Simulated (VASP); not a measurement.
Band structure of CaC2 (space group I4/mmm). All values below come from LDA (Ceperley-Alder, Perdew-Zunger), VASP's LDA PAW potentials (set 64) (plane waves; VASP).

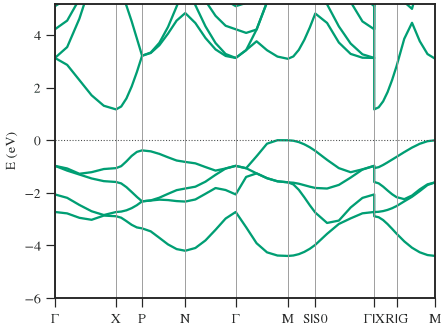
Fig. 1. Bands along high-symmetry lines, zero at the valence-band maximum or, without a gap, the Fermi level

Problem. Read the plot: is there a gap, and where are the band edges?

Solution. The gap is indirect, 1.17 eV, from the valence maximum at (-0.42, -0.42, 0.42) to the conduction minimum at X.

The structure comes from a computed database's CaC2 entry (I4/mmm); how it stands against other phases isn't given here. The cell was not relaxed at this level.
